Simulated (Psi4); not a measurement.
# quartet SiCl: levels of theory compared

We compute a comparison of 5 runs (U-r2SCAN/aug-cc-pVTZ, U-wB97X/aug-cc-pVTZ, UB2PLYP/aug-cc-pVTZ, UBHLYP/aug-cc-pVTZ, UTPSS/aug-cc-pVTZ) of quartet SiCl. 

The results are computed with Psi4 1.11.

3 further runs of the same task are left out: 3 that didn't finish.

### Step 1. The molecule

SiCl: 2 atoms, total charge 0, spin state quartet. As SMILES of the parent species, `[Si]Cl`. The coordinates come from a PBE0-D4/def2-TZVP relaxation. That shape belongs to the parent species and isn't relaxed for this state.

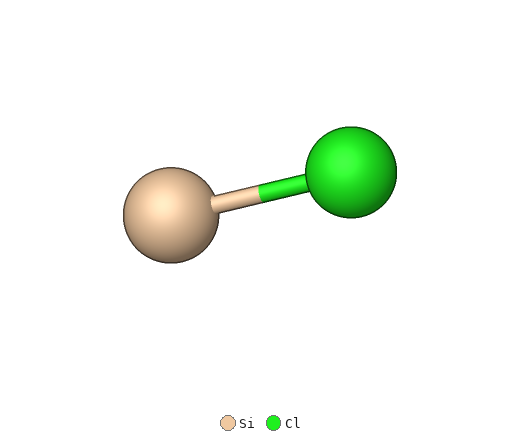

The structure, seen from a chosen angle (silicon light orange, chlorine green).

### Step 2. A single-point energy at U-r2SCAN/aug-cc-pVTZ (run 1)

The input, calc.inp:

```
memory 2.2 GB

molecule molecule1 {
  0 4
  Si     0.881810    -0.293660     0.452120
  Cl    -0.881810     0.293660    -0.452120
  symmetry c1
}

set basis aug-cc-pVTZ
set reference uks
set puream true
set e_convergence 1e-09
set d_convergence 1e-08
set scf_type pk
set dft_radial_points 99
set dft_spherical_points 590
set maxiter 100

E, wfn = energy('r2scan', return_wfn=True)
```

The run is started by

```sh
$ psi4 calc.inp calc.out -n 1
```

calc.out:

```text
[...]
  Running in c1 symmetry.
[...]
  Nuclear repulsion =   60.927613994992669
[...]
  Multiplicity = 4
[...]
  Nalpha       = 17
  Nbeta        = 14
[...]
    Number of basis functions: 100
[...]
   @UKS iter   1:  -749.48928267083738   -1.35869e-01   3.06734e-03 ADIIS/DIIS
[...]
   @UKS iter  11:  -749.53449311534894   -1.17097e-11   5.73317e-09 DIIS
[...]
   @S^2 Observed:                3.753225473E+00
[...]
    Orbital Energies [Eh]
    ---------------------
    Alpha Occupied:
       1A   -101.250767     2A    -65.915509     3A     -9.401816
       4A     -7.148011     5A     -7.138886     6A     -7.138886
       7A     -5.275388     8A     -3.620971     9A     -3.618898
      10A     -3.618898    11A     -0.818396    12A     -0.496601
      13A     -0.358209    14A     -0.343432    15A     -0.343432
      16A     -0.187375    17A     -0.187375
    Alpha Virtual:
      18A     -0.056034    19A      0.014930    20A      0.044255
      21A      0.044864    22A      0.044864    23A      0.067351
      24A      0.067352    25A      0.070421    26A      0.102230
[...]
  @UKS Final Energy:  -749.53449311534894
   => Energetics <=
    Nuclear Repulsion Energy =             60.9276139949926687
    One-Electron Energy =               -1157.0023524220518993
    Two-Electron Energy =                 395.6161702799445834
    DFT Exchange-Correlation Energy =     -49.0759249682342755
    Empirical Dispersion Energy =           0.0000000000000000
    VV10 Nonlocal Energy =                  0.0000000000000000
    Total Energy =                       -749.5344931153489370
[...]
 Multipole Moments:
 ------------------------------------------------------------------------------------
     Multipole            Electronic (a.u.)      Nuclear  (a.u.)        Total (a.u.)
 ------------------------------------------------------------------------------------
 L = 1.  Multiply by 2.5417464519 to convert [e a0] to [Debye]
 Dipole X            :         -0.0000000            0.0000000           -0.0000000
 Dipole Y            :         -0.0000000            0.0000000           -0.0000000
 Dipole Z            :         -0.5197989            0.8660898            0.3462909
 Magnitude           :                                                    0.3462909
[...]
```

It took 33 s on 1 thread of Intel Xeon at 2.70GHz, shared host; peak memory 1.4 GiB.

### Step 3. Energy and gradient at U-wB97X/aug-cc-pVTZ (run 2)

The input, job.json:

```json
{
  "schema_name": "qcschema_input",
  "schema_version": 1,
  "molecule": {
    "schema_name": "qcschema_molecule",
    "schema_version": 2,
    "symbols": ["Si", "Cl"],
    "geometry": [1.66637939, -0.55493697, 0.85438298, -1.66637939, 0.55493697, -0.85438298],
    "molecular_charge": 0,
    "molecular_multiplicity": 4,
    "fix_symmetry": "c1",
    "fix_com": true,
    "fix_orientation": true
  },
  "driver": "gradient",
  "model": {
    "method": "wb97x",
    "basis": "aug-cc-pVTZ"
  },
  "keywords": {
    "reference": "uks",
    "puream": true,
    "e_convergence": 1e-09,
    "d_convergence": 1e-08,
    "scf_type": "pk",
    "dft_radial_points": 99,
    "dft_spherical_points": 590,
    "maxiter": 100
  }
}
```

The run is started by

```sh
$ psi4 --qcschema job.json -n 1 --memory 2200MB
```

stdout:

```text
[...]
  Running in c1 symmetry.
[...]
  Nuclear repulsion =   60.927614098545575
[...]
  Multiplicity = 4
[...]
  Nalpha       = 17
  Nbeta        = 14
[...]
    Number of basis functions: 100
[...]
   @UKS iter   1:  -749.54022495385823   -3.45588e-01   2.18488e-03 ADIIS/DIIS
[...]
   @UKS iter  12:  -749.56123600443414   -1.08002e-11   5.43559e-09 DIIS
[...]
   @S^2 Observed:                3.753214902E+00
[...]
    Orbital Energies [Eh]
    ---------------------
    Alpha Occupied:
       1A   -101.563438     2A    -66.204942     3A     -9.586860
       4A     -7.350538     5A     -7.340261     6A     -7.340261
       7A     -5.446094     8A     -3.804699     9A     -3.802218
      10A     -3.802218    11A     -0.989202    12A     -0.644945
      13A     -0.482019    14A     -0.482019    15A     -0.476637
      16A     -0.291454    17A     -0.291454
    Alpha Virtual:
      18A      0.034268    19A      0.058119    20A      0.064237
      21A      0.064237    22A      0.087079    23A      0.114558
      24A      0.138586    25A      0.138586    26A      0.141621
[...]
  @UKS Final Energy:  -749.56123600443414
   => Energetics <=
    Nuclear Repulsion Energy =             60.9276140985455754
    One-Electron Energy =               -1157.0086321979440527
    Two-Electron Energy =                 383.8826999744768500
    DFT Exchange-Correlation Energy =     -37.3629178795126151
    Empirical Dispersion Energy =           0.0000000000000000
    VV10 Nonlocal Energy =                  0.0000000000000000
    Total Energy =                       -749.5612360044342495
[...]
 Multipole Moments:
 ------------------------------------------------------------------------------------
     Multipole            Electronic (a.u.)      Nuclear  (a.u.)        Total (a.u.)
 ------------------------------------------------------------------------------------
 L = 1.  Multiply by 2.5417464519 to convert [e a0] to [Debye]
 Dipole X            :          5.2486908           -4.9991382            0.2495526
 Dipole Y            :         -1.7479168            1.6648109           -0.0831059
 Dipole Z            :          2.6910991           -2.5631489            0.1279502
 Magnitude           :                                                    0.2924967
[...]
  -Total Gradient:
     Atom            X                  Y                   Z
    ------   -----------------  -----------------  -----------------
       1       -0.001238042680     0.000412292457    -0.000634766967
       2        0.001208132653    -0.000402331832     0.000619431555
[...]
```

The result, in JSON:

```text
{
 "driver": "gradient",
 "model": {
  "method": "wb97x",
  "basis": "aug-cc-pVTZ"
 },
 "success": true,
 "return_result": [-0.0012380426801498895, 0.0004122924566013625, -0.0006347669666467298, 0.0012081326532425302, -0.0004023318324280975, 0.0006194315549853391],
 "properties": {
  "calcinfo_nbasis": 100,
  "calcinfo_nmo": 100,
  "calcinfo_nalpha": 17,
  "calcinfo_nbeta": 14,
  "calcinfo_natom": 2,
  "nuclear_repulsion_energy": 60.927614098545575,
  "return_energy": -749.5612360044341,
  "return_gradient": [-0.0012380426801498895, 0.0004122924566013625, -0.0006347669666467298, 0.0012081326532425302, -0.0004023318324280975, 0.0006194315549853391],
  "scf_one_electron_energy": -1157.008632197944,
  "scf_two_electron_energy": 383.88269997447685,
  "scf_xc_energy": -37.362917879512615,
  "scf_dipole_moment": [0.24955261300272014, -0.08310590718159339, 0.12795015735527882],
  "scf_total_energy": -749.5612360044341,
  "scf_total_gradient": [-0.0012380426801498895, 0.0004122924566013625, -0.0006347669666467298, 0.0012081326532425302, -0.0004023318324280975, 0.0006194315549853391],
  "scf_iterations": 12
 }
}
```

Run time: 84 s. Hardware: 1 thread of Intel Xeon at 2.70GHz, shared host; peak memory 1 GiB.

### Step 4. The energy at UB2PLYP/aug-cc-pVTZ (density fitting for correlation) (run 3)

The input, calc.in:

```
memory 2200 MB

molecule {
  0 4
  Si     1.66637939    -0.55493697     0.85438298
  Cl    -1.66637939     0.55493697    -0.85438298
  units bohr
  symmetry c1
}

set basis aug-cc-pVTZ
set reference uks
set puream true
set e_convergence 1e-09
set d_convergence 1e-08
set scf_type pk
set dft_radial_points 99
set dft_spherical_points 590
set num_frozen_docc 10
set maxiter 100

E, wfn = energy('b2plyp', return_wfn=True)
print_variables()
```

The run is started by

```sh
$ psi4 calc.in calc.out -n 1
```

calc.out:

```text
[...]
  Running in c1 symmetry.
[...]
  Nuclear repulsion =   60.927614098545583
[...]
  Multiplicity = 4
[...]
  Nalpha       = 17
  Nbeta        = 14
[...]
    Number of basis functions: 100
[...]
   @UKS iter   1:  -749.23001035522157   -2.81092e-01   2.16311e-03 ADIIS/DIIS
[...]
   @UKS iter  11:  -749.25165470500679   -2.48974e-11   7.58564e-09 DIIS
[...]
   @S^2 Observed:                3.753967000E+00
[...]
    Orbital Energies [Eh]
    ---------------------
    Alpha Occupied:
       1A   -102.959609     2A    -67.320123     3A     -9.947016
       4A     -7.589461     5A     -7.581702     6A     -7.581702
       7A     -5.703947     8A     -3.960050     9A     -3.960050
      10A     -3.956816    11A     -0.972244    12A     -0.602361
      13A     -0.435138    14A     -0.431608    15A     -0.431608
      16A     -0.248052    17A     -0.248052
    Alpha Virtual:
      18A      0.003846    19A      0.029284    20A      0.045088
      21A      0.045088    22A      0.063096    23A      0.085129
      24A      0.100318    25A      0.100318    26A      0.107668
[...]
  @UKS Final Energy:  -749.25165470500679
   => Energetics <=
    Nuclear Repulsion Energy =             60.9276140985455825
    One-Electron Energy =               -1157.0188751586329090
    Two-Electron Energy =                 370.2459512893417468
    DFT Exchange-Correlation Energy =     -23.4063449342610852
    Empirical Dispersion Energy =           0.0000000000000000
    VV10 Nonlocal Energy =                  0.0000000000000000
    Total Energy =                       -749.2516547050067857
[...]
 Multipole Moments:
 ------------------------------------------------------------------------------------
     Multipole            Electronic (a.u.)      Nuclear  (a.u.)        Total (a.u.)
 ------------------------------------------------------------------------------------
 L = 1.  Multiply by 2.5417464519 to convert [e a0] to [Debye]
 Dipole X            :         -0.0000000            0.0000000           -0.0000000
 Dipole Y            :         -0.0000000            0.0000000           -0.0000000
 Dipole Z            :         -0.4793289            0.8660898            0.3867609
 Magnitude           :                                                    0.3867609
[...]
```

It took 17 s on 1 thread of Intel Xeon at 2.70GHz, shared host; peak memory 0.91 GiB.

Run 4 isn't shown in full; the table further down has it.

### Step 5. A single-point energy at UTPSS/aug-cc-pVTZ (run 5)

The input, clsi.py:

```python
import psi4

psi4.set_memory('2200 MB')
psi4.set_num_threads(1)
psi4.core.set_output_file('output.dat', False)

mol = psi4.geometry("""
0 4
Si     0.881810    -0.293660     0.452120
Cl    -0.881810     0.293660    -0.452120
units angstrom
symmetry c1
""")

psi4.set_options({
    'basis': 'aug-cc-pVTZ',
    'reference': 'uks',
    'puream': True,
    'e_convergence': 1e-09,
    'd_convergence': 1e-08,
    'scf_type': 'pk',
    'dft_radial_points': 99,
    'dft_spherical_points': 590,
    'maxiter': 100,
})

energy_value, wavefunction = psi4.energy('TPSS', molecule=mol, return_wfn=True)
print(f'total energy {energy_value:.8f} hartree = {energy_value * 27.211386:.5f} eV')
```

The run is started by

```sh
$ python clsi.py
```

output.dat:

```text
[...]
  Running in c1 symmetry.
[...]
  Nuclear repulsion =   60.927613994992669
[...]
  Multiplicity = 4
[...]
  Nalpha       = 17
  Nbeta        = 14
[...]
    Number of basis functions: 100
[...]
   @UKS iter   1:  -749.57884515578496   -1.12065e-01   3.26245e-03 ADIIS/DIIS
[...]
   @UKS iter  11:  -749.62753814862208   -1.81899e-12   1.86770e-09 DIIS
[...]
   @S^2 Observed:                3.752277437E+00
[...]
    Orbital Energies [Eh]
    ---------------------
    Alpha Occupied:
       1A   -101.059218     2A    -65.765158     3A     -9.283385
       4A     -7.065186     5A     -7.054410     6A     -7.054410
       7A     -5.179658     8A     -3.557795     9A     -3.554680
      10A     -3.554680    11A     -0.801446    12A     -0.482054
      13A     -0.346414    14A     -0.336710    15A     -0.336710
      16A     -0.177171    17A     -0.177171
    Alpha Virtual:
      18A     -0.056477    19A     -0.002838    20A      0.021401
      21A      0.021401    22A      0.029063    23A      0.050966
      24A      0.055831    25A      0.055831    26A      0.078252
[...]
  @UKS Final Energy:  -749.62753814862208
   => Energetics <=
    Nuclear Repulsion Energy =             60.9276139949926687
    One-Electron Energy =               -1156.9569274687296456
    Two-Electron Energy =                 395.5513154437558114
    DFT Exchange-Correlation Energy =     -49.1495401186409495
    Empirical Dispersion Energy =           0.0000000000000000
    VV10 Nonlocal Energy =                  0.0000000000000000
    Total Energy =                       -749.6275381486220795
[...]
 Multipole Moments:
 ------------------------------------------------------------------------------------
     Multipole            Electronic (a.u.)      Nuclear  (a.u.)        Total (a.u.)
 ------------------------------------------------------------------------------------
 L = 1.  Multiply by 2.5417464519 to convert [e a0] to [Debye]
 Dipole X            :          0.0000000            0.0000000            0.0000000
 Dipole Y            :         -0.0000000            0.0000000           -0.0000000
 Dipole Z            :         -0.6127260            0.8660898            0.2533638
 Magnitude           :                                                    0.2533638
[...]
```

On the terminal:

```text
total energy -749.62753815 hartree = -20398.40430 eV
```

Wall time 37 s (1 thread of Intel Xeon at 2.70GHz, shared host); peak memory 1.4 GiB.

### Step 6. The series

| run | level | task | frozen core orbitals | energy (Eh) | dipole moment (D) | HOMO energy (eV) | ⟨S²⟩ | wall time |
| --- | --- | --- | --- | --- | --- | --- | --- | --- |
| 1 | U-r2SCAN/aug-cc-pVTZ | energy | 0 | -749.534493 | 0.88 | -5.10 | 3.753 | 33 s |
| 2 | U-wB97X/aug-cc-pVTZ | gradient | 0 | -749.561236 | 0.74 | -7.93 | 3.753 | 84 s |
| 3 | UB2PLYP/aug-cc-pVTZ (density fitting for correlation) | energy | 10 | -749.332382 | – | -6.75 | 3.754 | 17 s |
| 4 | UBHLYP/aug-cc-pVTZ | gradient | 0 | -749.581506 | 0.93 | -6.64 | 3.754 | 48 s |
| 5 | UTPSS/aug-cc-pVTZ | energy | 0 | -749.627538 | 0.64 | -4.82 | 3.752 | 37 s |

### Step 7. Outcome

| quantity | value |
| --- | --- |
| run 5: total energy | -749.62754 Eh |
| run 5: dipole moment | 0.64 D |
| run 5: HOMO energy (highest over α and β) | -4.82 eV |
| run 5: ⟨S²⟩ | 3.752 |

Over runs 1, 2, 4, 5 the dipole moment (its size) runs from 0.64 D (UTPSS/aug-cc-pVTZ) to 0.93 D (UBHLYP/aug-cc-pVTZ). Totals of different functionals can't be ranked against each other. All runs together took 3.7 min, the longest 84 s.
